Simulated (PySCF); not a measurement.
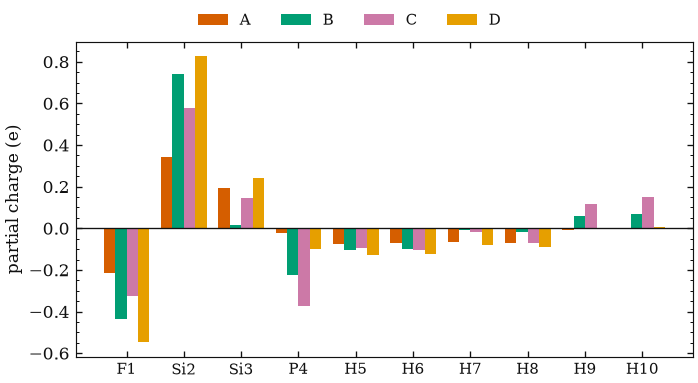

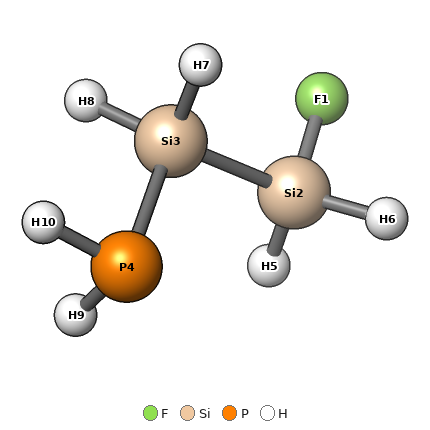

Atomic charges of Si₂PH₆F, SMILES F[SiH2][SiH2]P by 4 schemes, PBE0/pcSseg-1 with PySCF, at a GFN2-xTB geometry (no frequency check).

### The schemes are ESP fit, Hirshfeld, IAO and Mulliken. Which series is which?

A: Hirshfeld (F1 −0.21 e); B: Mulliken (F1 −0.44 e); C: ESP fit (F1 −0.32 e); D: IAO (F1 −0.55 e).

Caveats: the tight-binding geometry is rougher than a DFT one and adds to the error; one conformer of a flexible molecule.
